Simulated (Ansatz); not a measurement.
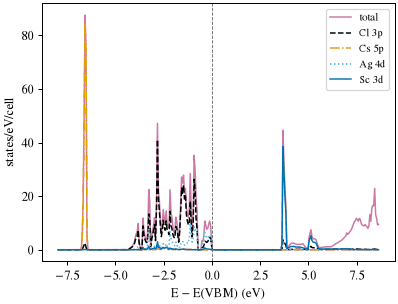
Total and projected density of states of Cs₂ScAgCl₆ in space group Fm-3m (No. 225; Cs on 8c, Sc on 4a, Ag on 4b, Cl on 24e), r²SCAN in the plane-wave PAW code Ansatz

**Question.** Which orbitals carry the states next to the gap?

**Answer.** Top 1 eV of the valence band: Cl 3p 56 %, Ag 4d 41 %. Bottom 1 eV of the conduction band: Sc 3d 79 %, Cl 3p 9 %, Ag 5s 6 %. Projections are on Löwdin-orthogonalised atomic valence shells; empty p or d shells of many metals are not among them.

**Question.** Where is the tallest occupied peak in this window, and what makes it?

**Answer.** Near -6.6 eV, about 88 states/eV per cell; the largest projected share is Cs 5p.

The first step of the workflow began from a Materials Project structure, measured or hypothetical; the Crystallography Open Database copy checked does not list it. Its standing as an ambient phase is unchecked. Symmetry was held in the r²SCAN relaxation; its stability against distortions is not shown here. No spin polarisation was allowed. Spin–orbit coupling is left out wherever it is not named.

Potentials: the later of the program's two PAW sets.
